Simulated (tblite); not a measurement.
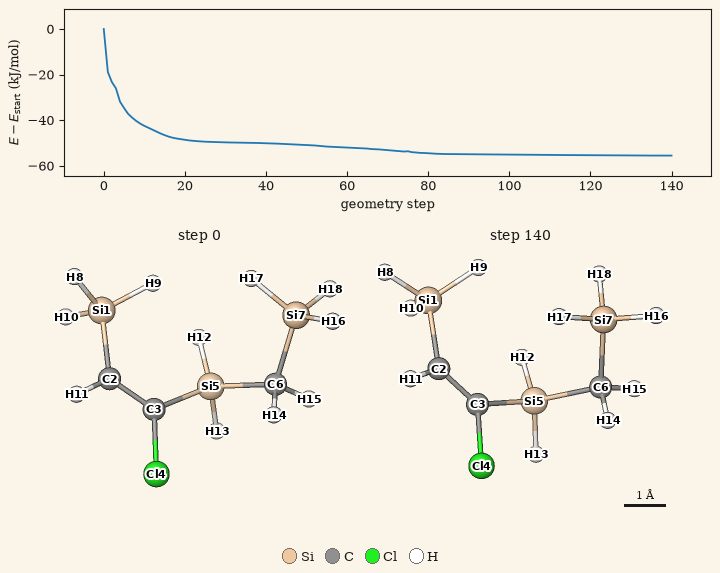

First and last geometry of a relaxation of C₃H₁₁ClSi₃, with the history of the run. A ball-and-stick model, seen face on.

The calculation used GFN2-xTB geometry optimisation, gas phase in tblite. 

Question: What do the curves and the structures tell?

Answer: It converged. After 140 geometry steps the energy has fallen by 55.5 kJ/mol. The atom that moves furthest after the best rigid fit is H18 (1.34 Å). Largest moves by element: H 1.34 Å, Si 0.41 Å, C 0.34 Å, Cl 0.29 Å. Some distances before and after: Si1–Si5 3.293 → 3.645 Å, C3–Si5 1.832 → 1.893 Å, Si1–C2 1.823 → 1.880 Å, Si5–C6 1.842 → 1.898 Å. Bond angles that change, for instance: Cl4–C3–Si5 120.0° → 110.4°, C2–C3–Si5 122.6° → 130.6°, C3–Si5–H12 114.3° → 109.2°. Groups turn about Si1–C2 by about 30°, Si5–C6 by about 30°, C6–Si7 by about 30°. The run took 1.5 s on 1 thread of Arm Neoverse V1 (shared host).

```tsv
step	E − E(0), kJ/mol
0	0.00
1	-18.83
2	-23.28
3	-26.02
4	-31.84
5	-34.65
6	-37.20
7	-38.86
8	-40.31
9	-41.49
10	-42.46
17	-47.68
24	-49.30
31	-49.75
37	-49.92
44	-50.36
51	-50.94
58	-51.77
65	-52.42
72	-53.43
78	-54.33
85	-54.83
92	-54.96
99	-55.04
106	-55.14
113	-55.26
119	-55.35
126	-55.43
133	-55.48
140	-55.50
```
